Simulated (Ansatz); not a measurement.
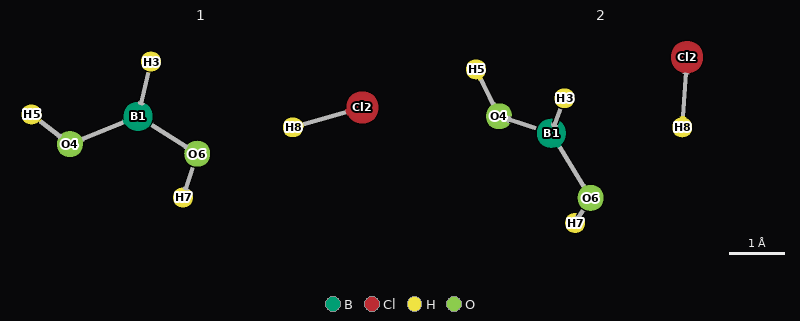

Two geometries of BH4O2Cl, drawn at one scale. One is the start of a relaxation, the other its converged end. A ball-and-stick model, seen face on.

The calculation used Ansatz 0.2.0, RKS BLYP-D4/cc-pVDZ. Settings: no spin polarisation; force threshold 0.03 eV/Å; at most 50 steps.

Question: Which geometry has the lower energy?

Answer: Structure 1 is the relaxed one. The run prepares an end point of a later path (reaction) calculation, from a guessed geometry. The largest move after the best rigid fit is that of Cl2, 1.71 Å. Largest moves by element: Cl 1.71 Å, H 1.35 Å, O 0.99 Å, B 0.45 Å. Near-neighbour distances that change, for instance: Cl2–H8 1.345 → 1.328 Å, B1–O6 1.397 → 1.383 Å. Among the angles between lasting bonds that change: B1–O6–H7 110.3° → 112.8°. After 21 accepted moves (23 points after the start) the energy has fallen by 0.188 eV. The largest force component goes from 0.69 to 0.0071 eV/Å. The line search rejected the trial steps at points 8, 15 of the run. The forces were under the threshold at step 16, but the run went on from there.

Limits of the set-up: the start holds two separate molecules, 2.2 Å apart at their closest, whose relative position is a soft coordinate.
